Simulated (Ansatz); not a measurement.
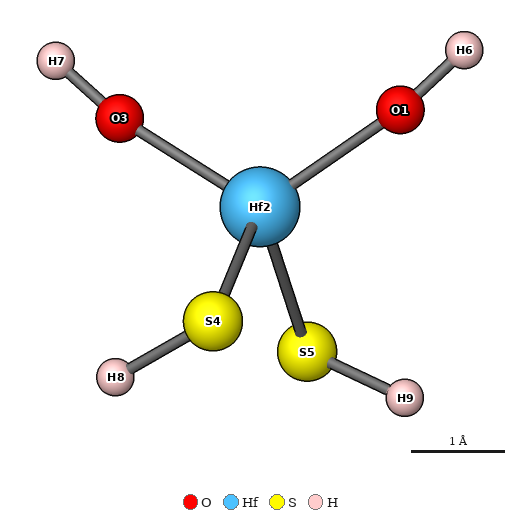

**Figure 1.** The structure (ball-and-stick view, seen at a tilt; atoms are numbered from 1 in the order of the input). Sticks mark near contacts.

# HfH4S2O2: a failed or faulty run and its cure

System: HfH4S2O2.
Method of run A: RKS TPSS/def2-SVP (Ansatz 0.2.0).

The geometry comes from this level: PBE0-D4/def2-TZVP. Text and figures count atoms from 1; the logs count them from 0 in places.

## The input, run A
```yaml
crystal:
  periodic: [false, false, false]
  atoms:
    - {symbol: O, position_ang: [-0.956216, 0.781429, -1.564490]}
    - {symbol: Hf, position_ang: [0.066281, 0.039030, -0.140622]}
    - {symbol: O, position_ang: [1.921539, -0.212489, -0.485029]}
    - {symbol: S, position_ang: [-1.053002, -2.095784, 0.346743]}
    - {symbol: S, position_ang: [0.019938, 1.487240, 1.846485]}
    - {symbol: H, position_ang: [-1.294743, 1.247955, -2.322056]}
    - {symbol: H, position_ang: [2.787779, -0.368537, -0.847558]}
    - {symbol: H, position_ang: [-0.165002, -2.391045, 1.315220]}
    - {symbol: H, position_ang: [-1.326555, 1.512212, 1.851307]}
basis:
  gaussian: {orbitals: def2-SVP}
hamiltonian: {xc: {name: TPSS}}
output: {forces: true}
```

Command:
```bash
ansatz run in.yaml --threads 4 --pin off --events-out ev --progress --plain --max-ram 10444MiB
```

Hardware: 4 threads of Arm Neoverse V1, 23 GiB of memory available, shared host.

## Output (run A)
```
Error: YAML parse error: error: line 15 column 19: hamiltonian.xc: no functional is named "TPSS"; the names, which are not case-sensitive, are SVWN5, SPW92, PBE, PBE0, PBEsol, revPBE, revPBE0, RPBE, rPW86-PBE, HSE06, wPBEh, LC-wPBE, HISS, HF, BLYP, B3LYP, B3LYP5, BHLYP, CAM-B3LYP, r2SCAN, r2SCANh, r2SCAN0, r2SCAN50, m-r2SCAN, B97, wB97, wB97X, wB97X-V, B97M-V, wB97M-V, B2PLYP, B2GP-PLYP, PBE0-DH, PBE-QIDH
  --> <input>:15:19
   |
13 | basis:
14 |   gaussian: {orbitals: def2-SVP}
15 | hamiltonian: {xc: {name: TPSS}}
   |                   ^ hamiltonian.xc: no functional is named "TPSS"; the names, which are not case-sensitive, are SVWN5, SPW92, PBE, PBE0, PBEsol, revPBE, revPBE0, RPBE, rPW86-PBE, HSE06, wPBEh, LC-wPBE, HISS, HF, BLYP, B3LYP, B3LYP5, BHLYP, CAM-B3LYP, r2SCAN, r2SCANh, r2SCAN0, r2SCAN50, m-r2SCAN, B97, wB97, wB97X, wB97X-V, B97M-V, wB97M-V, B2PLYP, B2GP-PLYP, PBE0-DH, PBE-QIDH
16 | output: {forces: true}
   |
```

Q: What went wrong, and how is the input to be mended?

A: This input holds a deliberate fault: method. The program refused the input: “YAML parse error: error: line 15 column 19: hamiltonian.xc: no functional is named "TPSS" …”

A run of the same system that converges differs from this input as follows (lines with − go, lines with + come):
```diff
-hamiltonian: {xc: {name: TPSS}}
-output: {forces: true}
+correlation: {method: ccsd_t}
```

## Output (run B)
```
Functional definition: HF
  exchange = exact_x
  correlation = 0
1112 factors; integrals over basis functions are off by at most 1.1e-3 eV
mean field evaluation 1: about -27054.7691 eV, gradient 5.3e1 eV
mean field evaluation 2: about -27054.8639 eV, gradient 5.3e1 eV
mean field evaluation 4: about -27060.6119 eV, gradient 3.3e0 eV
mean field evaluation 8: about -27060.6819 eV, gradient 2.2e-1 eV
mean field evaluation 16: about -27054.7685 eV, gradient 5.3e1 eV
mean field -27060.68232173 eV, -994.4617329344 hartree, gradient 1.7e-6 eV, S^2 0.000000; 0 other end points of the search recorded, 0 dependent functions left out
12 core orbitals not correlated: weight in the atoms' cores, before any rotation towards them, 1.000 or more for the frozen orbitals, at most 0.000 for the correlated occupied ones
reference -27060.68232173 eV, -994.4617329344 hartree; 20, 20 occupied and 84, 84 virtual orbitals, 1112 factors
second order -23.54485553 eV of doubles, -0.00000000 eV of singles
cycle   1  -23.67509530 eV  change   -1.3e-1 eV  update   1.5e-1
cycle   2  -24.27684995 eV  change   -6.0e-1 eV  update   5.3e-2
cycle   3  -24.47674898 eV  change   -2.0e-1 eV  update   2.8e-2
cycle   4  -24.46973649 eV  change    7.0e-3 eV  update   6.5e-3
cycle   5  -24.46380844 eV  change    5.9e-3 eV  update   2.3e-3
cycle   6  -24.46409437 eV  change   -2.9e-4 eV  update   7.5e-4
cycle   7  -24.46377994 eV  change    3.1e-4 eV  update   2.5e-4
cycle   8  -24.46371310 eV  change    6.7e-5 eV  update   8.5e-5
cycle   9  -24.46377191 eV  change   -5.9e-5 eV  update   3.2e-5
cycle  10  -24.46376512 eV  change    6.8e-6 eV  update   1.1e-5
perturbative correction -0.74218029 eV, -0.0272746225 hartree
Total energy: -27085.88826714 eV, -995.3880343429 hartree
```

## The two runs side by side

| quantity | run A | run B |
| --- | --- | --- |
| outcome | refused | converged |
| total energy (hartree) | – | −995.388034 |
